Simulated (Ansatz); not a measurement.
# PH2F (phosphinous fluoride(8ci,9ci)) at wB97X/STO-3G

What is the vertical ionisation energy of PH2F (phosphinous fluoride(8ci,9ci)) at wB97X/STO-3G? 

The results are computed with Ansatz 0.2.0.

50 further runs of the same task are left out: 50 set aside as unsound or not needed.

## 1. The system as given

PH2F: 4 atoms, total charge 0, spin state singlet. As SMILES, `FP`. The shape is that of a GFN2-xTB optimisation.

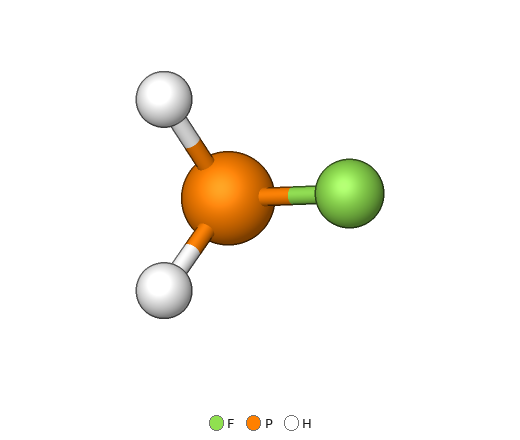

The structure, seen from a chosen angle (fluorine green, phosphorus orange, hydrogen white).

## 2. The energy at wB97X/STO-3G

in.yaml reads:

```yaml
basis:
  gaussian:
    orbitals: STO-3G
crystal:
  periodic: [false, false, false]
  atoms:
    - {symbol: F, position_ang: [1.160540, 0.668850, -0.222660]}
    - {symbol: P, position_ang: [-0.072030, -0.369080, -0.479670]}
    - {symbol: H, position_ang: [-1.053910, 0.574260, -0.129560]}
    - {symbol: H, position_ang: [-0.034600, -0.874030, 0.831900]}
hamiltonian:
  xc: {name: wB97X}
accuracy: high
```

Command:

```sh
$ ansatz run in.yaml --threads 1 --pin off --max-ram 2610MiB --events-out events.jsonl --progress --plain --runs-dir runs
```

The program printed:

```text
Warning: RAYON_NUM_THREADS=1 ignored (pool sized by the plan → 1); use --threads N
Functional definition: wB97X
  name "wB97X"
  parameter omega = 0.3/bohr
  parameter cx = 0.157706
  parameter cx1 = 0.726479
  parameter cx2 = 1.04760
  parameter cx3 = -5.70635
  parameter cx4 = 13.2794
  parameter css1 = -4.33879
  parameter css2 = 18.2308
  parameter css3 = -31.7430
  parameter css4 = 17.2901
  parameter cos1 = 2.37031
  parameter cos2 = -11.3995
  parameter cos3 = 6.58405
  parameter cos4 = -3.78132
  exchange = spin_sum(e_x_unif_sr(omega)*poly(b97_u_x, 1 - cx, cx1, cx2, cx3, cx4)) + cx*exact_x_sr(omega)
      + exact_x_lr(omega)
  correlation = spin_sum(e_c_pw_same_spin*poly(b97_u_same, 1, css1, css2, css3, css4))
      + integral(e_c_pw_opposite_spin*poly(b97_u_opposite, 1, cos1, cos2, cos3, cos4))
268 factors; integrals over basis functions are off by at most 1.5e-8 eV
114 factors; integrals over basis functions are off by at most 8.1e-10 eV
mean field evaluation 1: about -11891.0245 eV, gradient 1.5e1 eV
mean field evaluation 2: about -11891.8687 eV, gradient 8.2e0 eV
mean field evaluation 4: about -11892.1012 eV, gradient 7.1e-2 eV
mean field evaluation 8: about -11892.0874 eV, gradient 4.5e-4 eV
mean field evaluation 16: about -11892.0874 eV, gradient 1.0e-8 eV
mean field -11892.08740736 eV, -437.0261514740 hartree, gradient 1.0e-8 eV, S^2 0.000000; 0 other end points of the search recorded, 0 dependent functions left out
reference -11892.08740612 eV, -437.0261514285 hartree; 13, 13 occupied and 3, 3 virtual orbitals, 268 factors
Total energy: -11892.08740612 eV, -437.0261514285 hartree
```

It took 2.6 s on 1 thread of Arm Neoverse V2, shared host; peak memory 0.2 GiB.

## 3. The doublet cation, same level

molecule.yaml reads:

```yaml
crystal:
  periodic: [false, false, false]
  atoms:
    - {symbol: F, position_ang: [1.160540, 0.668850, -0.222660]}
    - {symbol: P, position_ang: [-0.072030, -0.369080, -0.479670]}
    - {symbol: H, position_ang: [-1.053910, 0.574260, -0.129560]}
    - {symbol: H, position_ang: [-0.034600, -0.874030, 0.831900]}
basis:
  gaussian:
    orbitals: STO-3G
total_charge: 1
magnetization:
  spin_polarized: true
  initial_magnetization: 1
hamiltonian:
  xc: {name: wB97X}
accuracy: high
```

Command:

```sh
$ ansatz run molecule.yaml --threads 1 --pin off --max-ram 2610MiB --events-out events.jsonl --progress --plain --runs-dir runs
```

The program printed, shortened:

```text
Warning: RAYON_NUM_THREADS=1 ignored (pool sized by the plan → 1); use --threads N
Functional definition: wB97X
  name "wB97X"
[...]
      + exact_x_lr(omega)
[...]
      + integral(e_c_pw_opposite_spin*poly(b97_u_opposite, 1, cos1, cos2, cos3, cos4))
268 factors; integrals over basis functions are off by at most 1.5e-8 eV
111 factors; integrals over basis functions are off by at most 9.1e-10 eV
[...]
mean field -11884.20231145 eV, -436.7363795441 hartree, gradient 9.4e-8 eV, S^2 0.753364; 2 other end points of the search recorded, 0 dependent functions left out
reference -11884.20231025 eV, -436.7363795001 hartree; 13, 12 occupied and 3, 4 virtual orbitals, 268 factors
Total energy: -11884.20231025 eV, -436.7363795001 hartree
```

It took 6 s on 1 thread of Arm Neoverse V2, shared host; peak memory 0.33 GiB.

## 4. What came out

Level: wB97X/STO-3G.

| quantity | value |
| --- | --- |
| singlet PH2F: total energy | -437.02615 Eh |
| doublet cation: total energy | -436.73638 Eh |
| doublet cation: ⟨S²⟩ | 0.753 |
| vertical ionisation energy (to the doublet cation) | 7.885 eV |

What this shows: Removing an electron at fixed nuclei costs 7.89 eV (761 kJ/mol). In a minimal basis such a difference can be off by several eV, whatever the method.
